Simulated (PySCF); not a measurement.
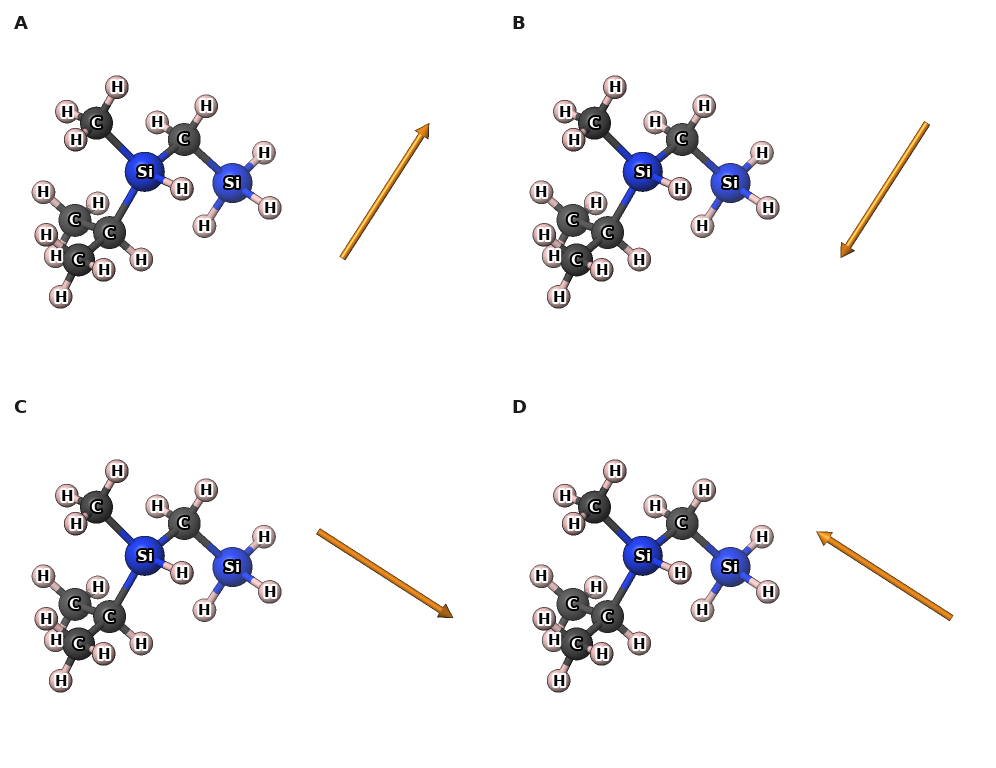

The same molecule four times, each with an arrow. The geometry was computed by an optimisation with PBE0-D3(BJ)/def2-SVP. No frequency run is at hand to confirm it as a minimum. Properties computed with ωB97X-D/def2-SVPD, gas phase (PySCF 2.14.0).

### Which arrow points along the dipole moment, from the negative to the positive end?

D. The dipole moment is 1.07 D.
